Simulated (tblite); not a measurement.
C$_{3}$H$_{12}$B$_{2}$N$_{2}$: molecular dynamics (part 2 of 2)

The same run, continued: C$_{3}$H$_{12}$B$_{2}$N$_{2}$; GFN2-xTB Langevin dynamics, gas phase (tblite 0.8.0). It belongs to a series of runs on one base structure; here: H on B replaced by allyl.

Geometry of the input (Å):
```
C  -2.3008  0.9941  0.2817
C  -1.6824  -0.1731  0.3770
C  -1.0152  -0.8707  -0.7550
B  0.5923  -0.5649  -0.8058
N  1.3411  -1.0417  0.5077
B  1.7833  0.4690  0.7398
N  0.9070  0.9512  -0.4934
H  -2.7347  1.4890  1.1350
H  -2.4262  1.4909  -0.6685
H  -1.5932  -0.6413  1.3507
H  -1.4681  -0.5496  -1.6947
H  -1.1786  -1.9472  -0.6705
H  1.1314  -0.9507  -1.7906
H  2.0957  -1.7011  0.3728
H  0.7283  -1.4074  1.2245
H  2.9429  0.6167  0.5382
H  1.3953  0.9023  1.7748
H  0.0773  1.4703  -0.2228
H  1.3947  1.4736  -1.2084
```

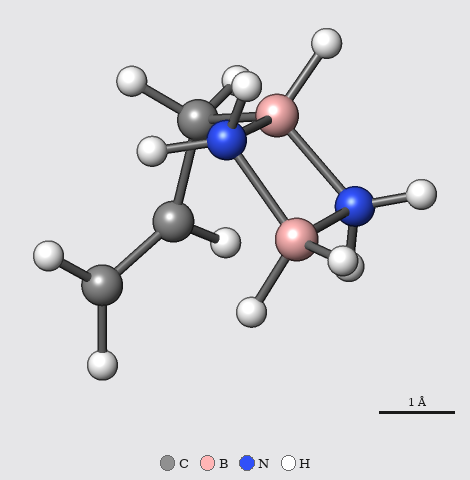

Figure 1. The geometry at step 30 of the log (ball-and-stick view, seen at a tilt).

Trajectory as extended XYZ, continued:
```
19
Properties=species:S:1:pos:R:3:forces:R:3 step=20 time_fs=500.0 energy=-567.44082 temperature=484.6
C    -2.5208    0.7757    0.4229    1.4002   0.3733   1.1443
C    -1.5389   -0.1150    0.5424    0.3733   0.0563   1.7999
C    -0.9798   -0.9670   -0.5577    0.1437   0.1323   0.5042
B     0.6280   -0.6518   -0.9264   -0.3175   0.5354   1.8988
N     1.5427   -0.9507    0.3929    0.4554   1.5845  -2.2309
B     1.5859    0.6834    0.6936    1.3581  -1.6628  -0.8771
N     0.8593    0.9785   -0.6773   -0.7719   0.5417  -1.1180
H    -2.7916    1.6115    1.0670    0.1530  -0.8902   0.6828
H    -2.9651    0.9326   -0.4840   -0.9564   0.1233  -2.4227
H    -1.1254   -0.3090    1.5714   -0.2442   0.3481  -1.0581
H    -1.5286   -0.6025   -1.4099   -0.4414  -0.7826  -0.6962
H    -1.2097   -2.0186   -0.2346    0.3357   0.7352  -0.9170
H     1.2188   -1.1231   -1.8678   -0.7868   0.3924   0.1038
H     2.4394   -1.2434   -0.0297   -0.8035  -0.2269   1.2540
H     1.1244   -1.5115    1.0818   -0.0376  -0.9430   0.7313
H     2.7670    0.8580    0.6870   -0.0970   0.7254  -0.0773
H     1.0769    0.9218    1.6975   -0.6018   0.3789   0.2983
H     0.0139    1.6293   -0.5869    1.3846  -1.3986  -0.2777
H     1.4312    1.3062   -1.4895   -0.5460  -0.0227   1.2577
19
Properties=species:S:1:pos:R:3:forces:R:3 step=22 time_fs=550.0 energy=-567.54293 temperature=384.6
C    -2.3587    0.9970    0.3968   -1.1584   0.6167  -1.3611
C    -1.7000   -0.1484    0.4711    0.7809  -0.0043   1.3240
C    -1.0018   -0.9098   -0.5768   -0.0740   0.3802  -1.0166
B     0.6156   -0.7031   -0.7957    0.4195   0.3939  -1.1622
N     1.4936   -0.9741    0.4391    2.3662   0.5685  -0.5658
B     1.5869    0.6202    0.6984   -0.0283   0.2919  -0.2417
N     0.9894    0.8594   -0.7100   -2.9056   1.2052  -1.4451
H    -2.9493    1.3273    1.2567    0.6109   0.2471  -0.4151
H    -2.5895    1.5583   -0.5935    0.4360  -1.1259   1.6657
H    -1.4804   -0.5194    1.4753   -0.4811  -0.0737  -0.0089
H    -1.4731   -0.5119   -1.4802    0.1280  -0.4235  -0.5206
H    -1.2488   -1.9820   -0.5200    0.0721   0.3653   0.1388
H     0.9690   -1.1525   -1.8582    0.0529  -0.2219   0.4010
H     2.4742   -1.3014    0.2044   -1.8542  -0.1164   0.7945
H     0.9872   -1.4115    1.1648    0.2224  -0.9499   0.7778
H     2.6622    1.1850    0.7213   -0.2890  -0.7309   0.3519
H     0.7998    0.9143    1.5083   -0.0071   0.2055   0.5864
H    -0.0216    1.2126   -0.8498    2.0890   0.1757   0.7457
H     1.5813    1.4462   -1.3088   -0.3801  -0.8033  -0.0488
19
Properties=species:S:1:pos:R:3:forces:R:3 step=23 time_fs=575.0 energy=-567.57596 temperature=460.1
C    -2.2699    1.0405    0.3841    1.6192  -1.1844   0.9616
C    -1.6871   -0.1945    0.5008   -0.7464   2.0572  -0.2972
C    -0.9716   -0.8881   -0.6039   -2.2704  -0.6808  -1.8051
B     0.5914   -0.6577   -0.8193   -0.5169   0.3645   0.9726
N     1.4557   -0.9965    0.5558   -3.6947   1.3842   0.4741
B     1.5979    0.5531    0.6674   -0.0696   1.3516  -0.6271
N     0.8762    0.8849   -0.7585    3.3254  -1.7096  -0.9496
H    -2.5803    1.6762    1.2467   -0.0189  -1.0576  -0.7931
H    -2.1344    1.5994   -0.5309   -0.2613  -0.1434  -0.0631
H    -1.7344   -0.7422    1.4133   -0.0994  -0.0431   0.6664
H    -1.5541   -0.5307   -1.5394    1.1480  -0.4606   0.8684
H    -1.1514   -2.0017   -0.6293   -0.0670   0.8921   0.4766
H     0.9743   -1.1603   -1.8014    0.4406  -0.2843  -0.1531
H     2.2731   -1.4328    0.3223    2.1902  -1.4853  -0.2459
H     0.9244   -1.4255    1.3580    0.9347   0.3877  -1.3681
H     2.7469    0.9218    0.6343   -0.3778  -0.0949   0.2267
H     0.8312    1.0999    1.3863    0.4135  -0.3273   0.6664
H     0.2670    1.6253   -0.8629   -2.1765   1.2420   0.4983
H     1.5223    1.0964   -1.5305    0.2273  -0.2080   0.4911
19
Properties=species:S:1:pos:R:3:forces:R:3 step=25 time_fs=625.0 energy=-567.24621 temperature=499.5
C    -1.8981    1.1573    0.2944   -0.5147   0.1586   0.2853
C    -1.6117   -0.1294    0.4052   -0.4689  -0.7740  -1.9070
C    -1.1006   -0.9678   -0.6659    2.5019  -0.0889  -2.7948
B     0.6057   -0.6561   -0.7933   -0.5017  -3.1574   0.5916
N     1.2870   -0.9444    0.6842   -2.7872  -1.0568  -0.2094
B     1.4878    0.5827    0.6629    1.8943  -0.0293   1.6418
N     0.8598    0.7939   -0.7357    0.5126   1.4086  -0.4434
H    -2.4021    1.5092    1.1780    0.1529   1.0218  -0.1592
H    -1.7770    1.7984   -0.6134   -0.3299  -0.7647   1.0799
H    -1.8239   -0.7917    1.1900   -0.4347   0.2141   1.6673
H    -1.3729   -0.6623   -1.6987   -0.3658   0.3252   0.5233
H    -1.3142   -2.0440   -0.6985   -0.0022   0.3759   0.8464
H     1.2132   -1.2634   -1.6399   -0.3753   0.1462   0.1602
H     2.0395   -1.5450    0.8349    1.8807  -0.8112  -0.5490
H     0.6380   -1.3676    1.3766   -0.0596   0.8598  -0.6418
H     2.7127    0.6641    0.6628   -0.5831   0.7271  -0.0693
H     0.9508    0.9159    1.6950    0.0582   0.9232  -0.7738
H     0.0021    1.2880   -0.6512   -0.8403   0.6258   0.2168
H     1.3459    1.2095   -1.5317    0.2625  -0.1040   0.5350
19
Properties=species:S:1:pos:R:3:forces:R:3 step=27 time_fs=675.0 energy=-567.49363 temperature=537.0
C    -2.1407    1.0640    0.1413    1.1665  -2.7655   0.5976
C    -1.6255   -0.1742    0.2315   -0.1394   0.2390  -0.9014
C    -1.0211   -0.9698   -0.9184    0.3654   0.2043   1.4714
B     0.5772   -0.8023   -0.6966    2.1404   1.2974   0.1413
N     1.0426   -0.8405    0.8514   -2.0510   1.0880   1.1330
B     1.6739    0.6205    0.8978   -0.9422   0.9153  -2.1048
N     1.0877    0.8352   -0.6775   -0.6936  -0.3674   0.1798
H    -2.4319    1.4497    1.0816   -0.4745   1.1198   0.0075
H    -2.1445    1.4531   -0.8363   -0.5230   0.9990  -0.3695
H    -1.4906   -0.6732    1.2060   -0.5630   0.3396  -0.5309
H    -1.3639   -0.7811   -1.9262   -0.1165   0.6734   0.0471
H    -1.2814   -1.9965   -0.7311   -0.0591  -0.6824   0.0554
H     1.4052   -1.4145   -1.3773   -0.8861   0.3352   0.3782
H     1.7747   -1.3825    1.2097    0.8676  -1.4974   0.0692
H     0.2110   -0.9501    1.5004    1.4212   0.1439  -0.9357
H     2.8304    0.6933    0.7773    0.5451  -0.4830   0.2316
H     1.2645    1.5097    1.5889   -0.3131  -0.6515   0.0776
H     0.3194    1.5289   -0.7117    0.5404  -0.7213   0.0116
H     1.7628    1.0936   -1.4026   -0.2849  -0.1862   0.4409
19
Properties=species:S:1:pos:R:3:forces:R:3 step=28 time_fs=700.0 energy=-567.69917 temperature=540.3
C    -2.2229    0.9689    0.0337    2.0956  -2.3991  -2.0377
C    -1.7765   -0.2864    0.1023    0.8356   0.0114  -0.8025
C    -0.8931   -0.8845   -0.9542    0.8008   0.3909   0.2596
B     0.7432   -0.6490   -0.5086   -0.7610  -2.2638  -2.4108
N     1.0256   -0.8241    0.9871   -0.0376   0.9103  -0.5188
B     1.5802    0.6336    0.8639    2.0695   0.4854  -0.2456
N     1.1509    0.7944   -0.6427    0.6610   0.4836  -0.3568
H    -2.7529    1.2532    0.8272   -1.9228   1.9302   2.3697
H    -1.9577    1.5184   -0.8481   -0.5227   0.4822   0.0740
H    -1.8781   -0.8623    1.0158   -0.3960  -0.1091  -0.1388
H    -0.9841   -0.3155   -1.8904   -0.2484  -0.2018   0.1772
H    -1.1426   -1.9283   -1.1831    0.1079   0.2590   0.2899
H     1.5318   -1.3174   -1.2004   -0.6499   0.1567   0.4568
H     1.5803   -1.6321    1.1478    0.3928  -0.3197   0.6709
H     0.1390   -0.8228    1.4211   -0.6284  -0.3486   1.0294
H     2.7831    0.7151    0.8857   -0.1590  -0.3702   0.2908
H     1.1121    1.5066    1.4603   -0.6359   0.0927   0.7996
H     0.4119    1.4588   -0.6655   -0.5298   0.5219  -0.4956
H     1.8440    0.9462   -1.3834   -0.4716   0.2880   0.5889
19
Properties=species:S:1:pos:R:3:forces:R:3 step=30 time_fs=750.0 energy=-567.55197 temperature=439.8
C    -2.3678    0.8290    0.0675   -0.5259  -1.7666   1.6632
C    -1.8128   -0.3782   -0.0663   -0.1433  -0.0689   0.4651
C    -0.7545   -0.8521   -1.0165   -0.3914   0.5586   1.0756
B     0.7619   -0.7251   -0.5104    0.3984   0.2079   1.0512
N     1.0279   -0.6998    1.0811   -2.8589   2.6222  -0.8281
B     1.4479    0.8572    0.9345   -2.6940  -0.4372  -1.0042
N     1.3011    0.7333   -0.6914    0.0849   0.2379   1.2223
H    -3.0548    1.0410    0.9648    1.0289  -0.1088  -1.8519
H    -2.1502    1.5013   -0.6969    0.0268   1.4786  -0.4580
H    -2.1041   -1.1782    0.6030    0.0158   0.1239   0.4224
H    -0.8731   -0.3851   -1.9632   -0.0148   0.3781  -0.8933
H    -0.8373   -1.8970   -1.1135   -0.7249  -1.3265  -0.4861
H     1.4898   -1.5512   -0.9214    0.2075  -0.1323  -0.5023
H     1.7866   -1.1292    1.4488    2.3314  -2.1149   1.1222
H     0.2287   -0.6937    1.7217    0.3889  -0.5243  -0.4357
H     2.3548    1.1949    1.4842    2.1875   0.2016   0.2457
H     0.5373    1.4648    1.3982   -0.2928   0.3188  -0.3658
H     0.7150    1.4232   -1.1431    0.0224  -0.0700   0.0851
H     2.1709    0.6538   -1.1542    0.9534   0.4218  -0.5273
19
Properties=species:S:1:pos:R:3:forces:R:3 step=32 time_fs=800.0 energy=-567.49950 temperature=425.1
C    -2.3734    0.6264   -0.1157   -0.1663   2.0503  -0.2952
C    -1.7199   -0.5072   -0.0291   -0.5844  -0.1705   0.2429
C    -0.6614   -0.7786   -1.0209   -0.0068  -0.1508  -1.3983
B     0.8525   -0.6897   -0.4731    1.3168   0.3261  -1.2007
N     0.8269   -0.6187    1.0827   -2.8805   1.8346  -1.6698
B     1.2571    0.8469    1.0348    0.5312   1.8960  -0.5736
N     1.4583    0.7926   -0.6049   -2.8183   0.6312   0.9265
H    -3.0225    1.0861    0.5837   -0.8512  -0.5508   0.9036
H    -2.2053    1.4289   -0.8558    0.4707  -0.9326  -0.0394
H    -2.0465   -1.2500    0.7426    0.5787   0.5387  -0.7270
H    -0.7582   -0.0055   -1.8568   -0.0848  -1.2361   0.7949
H    -0.8143   -1.7947   -1.4214   -0.0420   0.3780  -0.2230
H     1.6504   -1.3961   -1.0831   -0.4961  -0.0824   0.8075
H     1.2514   -1.3467    1.4979    2.2092  -2.5362   2.0586
H    -0.1745   -0.6823    1.3022    0.4682   0.1102   0.2858
H     2.3334    1.1033    1.4801   -0.1288  -0.2302   0.2696
H     0.4074    1.7326    1.3287    0.6372  -1.1904  -0.2183
H     0.8825    1.4618   -1.1314   -0.1995  -0.4195   0.4489
H     2.3448    1.0131   -0.9340    2.0466  -0.2656  -0.3930
19
Properties=species:S:1:pos:R:3:forces:R:3 step=33 time_fs=825.0 energy=-567.45925 temperature=397.9
C    -2.4632    0.5289   -0.1294   -1.2844   1.4615   0.7386
C    -1.7066   -0.5533   -0.1963   -1.1040   1.6940  -0.1852
C    -0.5833   -0.7423   -1.1355   -0.1572   0.6497  -0.4965
B     0.9002   -0.6895   -0.4362   -0.3524   0.5538  -0.5622
N     0.8645   -0.6672    1.1690    2.8376  -0.8546   0.4973
B     1.2784    0.9785    1.0482   -1.7614  -0.2763   0.6902
N     1.3560    0.8678   -0.4902    1.4319   0.2372  -1.6048
H    -3.3196    0.8279    0.5431    0.9070  -1.4679  -0.3066
H    -2.3554    1.4199   -0.7163    0.8609   0.0684  -0.6181
H    -2.0584   -1.3804    0.3545    0.1950  -0.9409   0.7664
H    -0.6576   -0.0203   -2.0162    0.1484  -0.6751   1.1617
H    -0.8312   -1.6992   -1.5258    0.4019  -1.0859  -0.7485
H     1.7011   -1.4184   -1.0227   -0.3713   0.4402   0.7901
H     1.7117   -1.2270    1.5964   -1.8145   1.4047  -1.1063
H     0.0822   -1.0638    1.6915   -0.0879   0.6769  -0.4650
H     2.3206    1.2107    1.5548   -0.1480  -0.0224   0.1749
H     0.2595    1.6934    1.3718    1.3881  -0.9010  -0.2007
H     0.8036    1.5817   -1.0085    0.2384  -1.0355   0.5427
H     2.3160    0.9159   -0.9388   -1.3282   0.0731   0.9321
19
Properties=species:S:1:pos:R:3:forces:R:3 step=35 time_fs=875.0 energy=-567.33342 temperature=513.0
C    -2.4628    0.4641   -0.3107    1.4648   1.3267   0.1049
C    -1.7717   -0.6836   -0.4327   -1.6911   1.8617   0.7171
C    -0.5343   -0.8041   -1.2200    0.1834  -1.7729   0.9621
B     0.8893   -0.4705   -0.4231    0.4029  -1.3357  -0.4117
N     0.9824   -0.7565    1.1284   -0.9136   0.0400   2.3401
B     1.2403    0.9673    1.3281    1.8415  -3.4750  -2.2729
N     1.2681    1.0338   -0.2825   -0.1941   1.3208  -0.4842
H    -3.3492    0.6417    0.2458   -0.6481  -0.7517   0.4666
H    -2.0871    1.5069   -0.5378    0.0259  -1.4694  -0.5971
H    -2.2600   -1.4920    0.1017    0.4273  -0.4831  -0.4192
H    -0.6279   -0.1345   -2.0294    0.1291   0.7145  -1.0164
H    -0.5327   -1.8600   -1.6430    0.3205   1.1347   0.4314
H     1.7288   -1.1177   -0.9742    0.3084   0.2330  -0.0558
H     1.8136   -1.2397    1.5906   -1.4455   0.6836  -1.3269
H     0.1301   -1.1808    1.6179    1.3499   0.8982  -1.0190
H     2.3138    0.8760    1.7466    0.5562   0.8556   0.4823
H     0.4225    1.5836    1.6952   -1.9535   1.2395   1.3287
H     0.5664    1.7051   -0.6289    0.1801  -0.5930   0.2242
H     2.1295    1.3358   -0.7620   -0.3441  -0.4275   0.5457
19
Properties=species:S:1:pos:R:3:forces:R:3 step=37 time_fs=925.0 energy=-567.78408 temperature=568.4
C    -2.1406    0.7024   -0.3016   -2.5624   0.8838   0.0402
C    -1.6155   -0.4758   -0.4481    0.6009  -2.1674  -0.0114
C    -0.4406   -0.8886   -1.2888   -0.5202   0.8803  -1.0401
B     0.9123   -0.3890   -0.5557   -0.8796   0.2975   1.8239
N     0.9008   -0.9420    1.0026   -0.0624   0.5853  -0.2657
B     1.1770    0.6136    1.3772   -1.6259   0.0370   1.5013
N     0.9320    1.1463   -0.0306   -0.7931  -0.2528  -1.5687
H    -3.0630    0.8676    0.2755    0.6921  -0.3317   0.3345
H    -2.1508    1.4150   -1.0658    0.9923   1.2833  -0.8425
H    -2.0142   -1.2686    0.1982    0.4354   0.1560   0.0281
H    -0.4922   -0.4822   -2.3580   -0.0924  -0.2405   1.3615
H    -0.4679   -1.9690   -1.3975    0.1625  -0.0977   0.0255
H     1.9053   -0.5900   -1.0291    1.4813  -0.5991  -0.9278
H     1.7238   -1.4805    1.2893   -0.8544  -0.0851  -0.2010
H    -0.0109   -1.3562    1.3091    1.4386   0.4878  -0.2849
H     2.2807    0.7984    1.6636    0.6628  -0.0696   0.4566
H     0.3078    1.0621    2.2008    0.9758  -0.5254  -0.7485
H    -0.0102    1.5381   -0.1666    0.5956   0.0462   0.0618
H     1.6563    1.7409   -0.4506   -0.6468  -0.2878   0.2573
19
Properties=species:S:1:pos:R:3:forces:R:3 step=38 time_fs=950.0 energy=-567.47356 temperature=395.8
C    -2.0129    0.8840   -0.3593    1.8033  -1.4746  -2.3921
C    -1.5164   -0.3991   -0.4607   -1.9814   1.8962  -0.3955
C    -0.4858   -0.8822   -1.3552    1.4677  -0.0352  -0.2710
B     0.9255   -0.4300   -0.4440   -0.8325  -0.6165  -1.7608
N     0.9652   -0.9869    0.9822    1.0659   0.6497   0.4941
B     1.1021    0.5424    1.4942   -0.3105   0.8167  -0.6718
N     0.7268    1.0229   -0.0378    1.6760   0.6339  -0.1324
H    -2.6211    1.1862    0.4499   -0.4129   0.2922   0.1814
H    -1.7583    1.5790   -1.2263   -0.7197  -0.6097   1.3849
H    -1.8980   -1.0615    0.2760   -0.0368  -0.7529   0.5359
H    -0.3124   -0.3376   -2.3073   -0.6559  -0.0202   0.5909
H    -0.4832   -1.9544   -1.6400   -0.2915   0.5885   0.6039
H     1.8296   -0.5297   -1.1818    0.6396  -0.4839   0.2245
H     1.7613   -1.6030    1.1970   -1.0740   0.1713   0.1754
H     0.0454   -1.2412    1.2631   -0.1917  -0.9934   0.3610
H     2.2452    0.7690    1.7152   -0.1727   0.1319   0.1725
H     0.2529    0.9890    2.2996    0.8396  -0.7446  -0.7353
H    -0.2645    1.2241   -0.1744    0.0424   0.6574   0.3332
H     1.3408    1.6028   -0.6550   -0.8547  -0.1068   1.3012
19
Properties=species:S:1:pos:R:3:forces:R:3 step=40 time_fs=1000.0 energy=-567.75793 temperature=609.1
C    -2.1610    0.9719   -0.5671   -1.7847  -1.3270   2.1542
C    -1.6836   -0.2349   -0.3382    0.3584  -1.1510   0.7883
C    -0.5876   -0.8434   -1.1526    1.3002   0.3493   0.5393
B     0.9631   -0.4504   -0.5867    0.3213  -0.2203   0.0024
N     1.0399   -1.0948    0.8795    2.3547   0.9874   0.0139
B     1.0256    0.4133    1.5312   -1.1087  -0.6031  -1.3359
N     1.0425    1.0292    0.0006    3.7886  -0.6781   0.8308
H    -3.0412    1.2251    0.0317    0.4853   0.5629  -0.2517
H    -1.8563    1.5990   -1.3116    0.5681   1.2824  -1.6811
H    -2.0771   -0.7970    0.5758    0.5513   0.5463  -1.4656
H    -0.6327   -0.4769   -2.1594   -0.2692   0.2581  -0.5830
H    -0.6583   -1.9262   -1.2131   -0.1327  -0.0890   0.1620
H     2.0246   -0.6685   -1.3114   -1.6223   0.0061   0.8066
H     1.9237   -1.6028    1.0843   -1.0329   0.3172  -0.1699
H     0.2457   -1.6360    1.1108   -0.5620  -0.5923   0.3115
H     1.8684    0.7405    2.2530    0.8057  -0.0625  -0.0640
H    -0.0263    0.5481    2.0359   -0.3453   0.2279  -0.0085
H     0.3246    1.6425   -0.2401   -1.2268   1.0837  -0.3473
H     2.0178    1.4907   -0.1873   -2.4492  -0.8979   0.2980
```

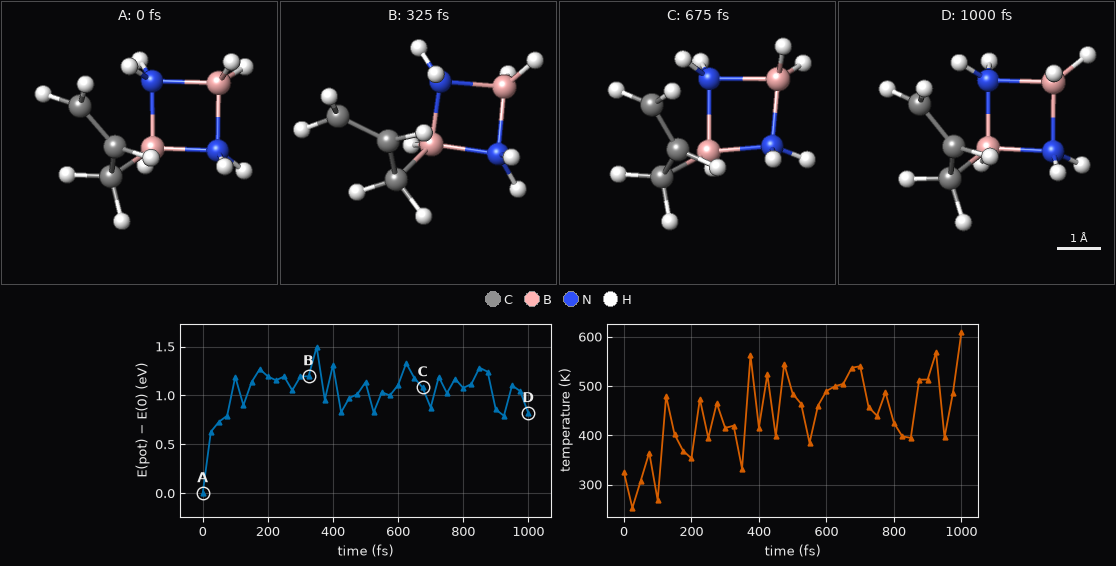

Figure 2. Frames of the molecular dynamics (ball-and-stick, seen at a tilt) above the curves, on which the letters mark them. The trajectory kept here has 41 frames over 1000 fs. The temperature starts at 325 K, ranges from 253 to 609 K and averages 479 K over the second half. The potential energy ends 0.818 eV above its first value. After an unweighted best fit of the last frame on the first, the root-mean-square displacement is 0.26 Å, and H16 has moved furthest (0.57 Å).

Summary:

- outcome: finished
- mean temperature over the second half: 479 K
- trajectory: 41 frames kept, 1000 fs
- hardware: 1 CPU thread, shared host
- wall time: 36 s
- peak memory: 0.19 GiB
